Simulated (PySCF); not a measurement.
# One shape, several levels: GeClF (SMILES [F][Ge][Cl])

We compute a comparison of 6 runs (B2PLYP/STO-3G, M06-2X/STO-3G, wB97X-V/STO-3G, CCSDT(Q)/STO-3G, CISD/STO-3G, FCI/STO-3G) of GeClF. 

Program for the calculation: PySCF 2.14.0.

5 further runs of the same task are left out: 1 that didn't finish, 4 set aside as unsound or not needed.

**1. The system as given**

The species is GeClF (3 atoms), meant as a singlet with charge 0. SMILES: `[F][Ge][Cl]`. The F1–Ge2 distance was set to 2.622 Å, away from the relaxed value. At this shape a bond of the SMILES string is far longer than usual.

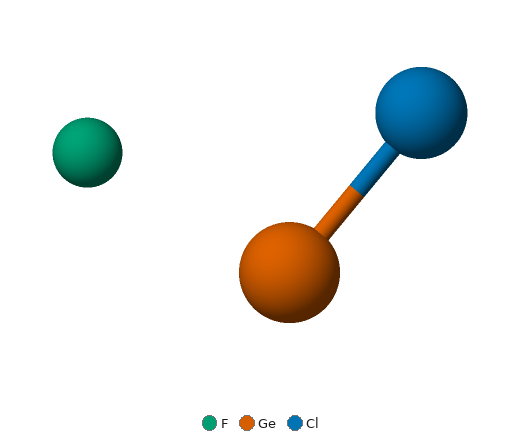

Viewed from a chosen angle; fluorine teal, germanium orange, chlorine blue.

**2. A single-point energy at B2PLYP/STO-3G (run 1)**

Contents of job.py:

```python
from pyscf import gto, dft, mp

mol = gto.Mole()
mol.atom = [
    ('F', (0.546997, 2.110246, 0.514448)),
    ('Ge', (-0.762800, 0.035600, -0.410300)),
    ('Cl', (0.641600, -1.519100, 0.191000)),
]
mol.basis = 'sto-3g'
mol.max_memory = 1860
mol.verbose = 3
mol.build()

mf = dft.RKS(mol, xc='0.53*HF + 0.47*B88, 0.73*LYP')
mf.grids.level = 5
mf.conv_tol = 1e-10
mf.kernel()
if not mf.converged:
    mf = mf.newton().run(mf.mo_coeff, mf.mo_occ)

pt = mp.MP2(mf, frozen=15).run()
energy = mf.e_tot + 0.27 * pt.e_corr
print('PT2 part  %.8f' % (0.27 * pt.e_corr))
print('Final energy', energy)
```

Launch:

```console
$ OMP_NUM_THREADS=1 python job.py
```

Output:

```text
converged SCF energy = -2605.86454733917
E(RMP2) = -2606.02430563598  E_corr = -0.159758296809196
E(SCS-RMP2) = -2606.04605334309  E_corr = -0.181506003916013
PT2 part  -0.04313474
Final energy -2605.907682079311
```

It took 6.9 s on 1 thread of Arm Neoverse V1, shared host; peak memory 0.24 GiB.

**3. The energy at M06-2X/STO-3G (run 2)**

Contents of mol.xyz:

```xyz
3

F      0.546997     2.110246     0.514448
Ge    -0.762800     0.035600    -0.410300
Cl     0.641600    -1.519100     0.191000
```

Contents of input.py:

```python
from pyscf import gto, dft

molecule = gto.M(
    atom='mol.xyz',
    max_memory=1860,
    basis='sto-3g',
    verbose=4,
)

myscf = dft.RKS(molecule)
myscf.xc = 'm06-2x'
myscf.conv_tol = 1e-10
myscf.grids.level = 5
myscf.kernel()
if not myscf.converged:
    myscf = myscf.newton().run(myscf.mo_coeff, myscf.mo_occ)

e_final = myscf.e_tot
print('E(%s) = %.9f' % ('M06-2X', e_final))
```

Launch:

```console
$ OMP_NUM_THREADS=1 python input.py
```

Output:

```text
PySCF version 2.14.0

[... 94 lines left out ...]
converged SCF energy = -2606.47848257102
E(M06-2X) = -2606.478482571
```

It took 10 s on 1 thread of Arm Neoverse V1, shared host; peak memory 0.25 GiB.

Runs 3 to 5 aren't shown in full; the table further down has their settings and results.

**4. A single-point energy at FCI/STO-3G (run 6)**

Contents of calc.py:

```python
from pyscf import gto, mcscf
from pyscf import fci

mol = gto.M(
    atom='''
F      1.033675     3.987787     0.972166
Ge    -1.441483     0.067274    -0.775355
Cl     1.212448    -2.870683     0.360938
''',
    basis='sto-3g',
    max_memory=1860,
    unit='bohr',
    verbose=4,
)

mf = mol.RHF()
mf.conv_tol = 1e-10
mf.kernel()
if not mf.converged:
    mf = mf.newton().run(mf.mo_coeff, mf.mo_occ)

cas = mcscf.CASCI(mf, mf.mo_coeff.shape[-1] - 15, (mol.nelec[0] - 15, mol.nelec[1] - 15))  # full CI above the frozen core
cas.fcisolver = fci.direct_spin0.FCI(mol)  # even spin states alone
cas.kernel()
print('<S^2> = %.4f' % cas.fcisolver.spin_square(cas.ci, cas.ncas, cas.nelecas)[0])
energy = cas.e_tot
print('Final energy', energy)
```

Launch:

```console
$ OMP_NUM_THREADS=1 python calc.py
```

Output:

```text
PySCF version 2.14.0

[... 65 lines left out ...]
converged SCF energy = -2604.21121521385
[... 1 line left out ...]
******** <class 'pyscf.mcscf.casci.CASCI'> ********
CAS (14e+14e, 17o), ncore = 15, nvir = 0
natorb = False
canonicalization = True
sorting_mo_energy = False
******** <class 'pyscf.fci.direct_spin0.FCISolver'> ********
max. cycles = 100
conv_tol = 1e-10
davidson only = False
linear dependence = 1e-14
level shift = 0.001
max iter space = 12
nroots = 1
pspace_size = 400
spin = None
Density matrix diagonal elements [1.99934392 1.99836586 1.99988626 1.99973418 1.99990803 1.99990709
 1.99961769 1.97276493 1.99237911 1.98869059 1.96864646 1.88938776
 1.97923205 1.57397936 0.15443209 0.4514077  0.03231691]
CASCI converged
CASCI E = -2604.37031121398  E(CI) = -179.526960314129  S^2 = 0.0000000
<S^2> = 0.0000
Final energy -2604.370311213982
```

Run time: 56 s. Hardware: 1 thread of Arm Neoverse V1, shared host; peak memory 0.22 GiB.

**5. All runs side by side**

```tsv
run	level	frozen core orbitals	nlc grid	energy (Eh)	dipole moment (D) of the reference	HOMO energy (eV)	LUMO energy (eV)	wall time
1	B2PLYP/STO-3G	15	–	-2605.907682	2.71	-4.41	0.72	6.9 s
2	M06-2X/STO-3G	–	–	-2606.478483	2.60	-4.65	0.11	10 s
3	wB97X-V/STO-3G	–	1	-2606.251972	2.51	-5.68	1.62	32 s
4	CCSDT(Q)/STO-3G	15	–	-2604.371072	3.06	-5.68	3.03	14 s
5	CISD/STO-3G	15	–	-2604.355911	3.06	-5.68	3.03	0.95 s
6	FCI/STO-3G	15	–	-2604.370311	3.06	-5.68	3.03	56 s
```

**6. Outcome**

| quantity | value |
| --- | --- |
| run 6: total energy | -2604.37031 Eh |
| run 6: dipole moment (Hartree–Fock density) | 3.06 D |
| run 6: HOMO energy (Hartree–Fock orbitals) | -5.68 eV |
| run 6: LUMO energy (Hartree–Fock orbitals) | 3.03 eV |
| run 6: HOMO–LUMO gap (Hartree–Fock orbitals) | 8.71 eV |
| run 6: correlation energy (15 core orbitals frozen) | -159.1 mEh |

Against full CI in this basis: CCSDT(Q) -0.8 mEh; CISD +14.4 mEh. Over runs 1, 2, 3 the dipole moment (its size) runs from 2.51 D (wB97X-V/STO-3G) to 2.71 D (B2PLYP/STO-3G). A double hybrid's value is that of its SCF part. Over runs 1, 2, 3 the HOMO–LUMO gap runs from 4.76 eV (M06-2X/STO-3G) to 7.30 eV (wB97X-V/STO-3G). Totals of different functionals can't be ranked against each other. In runs 1, 2, 3, 4, 5, 6 the basis is minimal, so the values are rough. All runs together took 2 min, the longest 56 s.
